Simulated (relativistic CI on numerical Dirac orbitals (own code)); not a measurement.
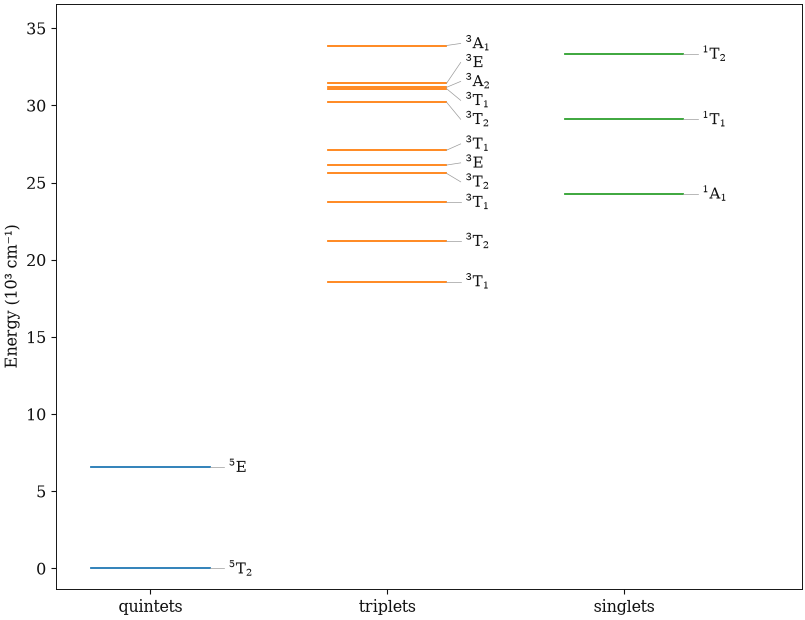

Terms of d⁶ with B = 940 and C = 4,710 cm⁻¹ in a field of Oh symmetry with 10Dq = 6,580 cm⁻¹. Parametric ligand-field model of a d shell (Racah B and C, crystal field, no spin-orbit coupling), computed by exact diagonalisation.

**Give the ground term and the d–d bands.**

The ground term is ⁵T₂, high spin, with 2.0 electrons in the e pair. Lowest spin-allowed bands: ⁵E at 6,580 cm⁻¹. Lowest spin-forbidden terms: ³T₁ at 18,600 cm⁻¹ and ³T₂ at 21,200 cm⁻¹.
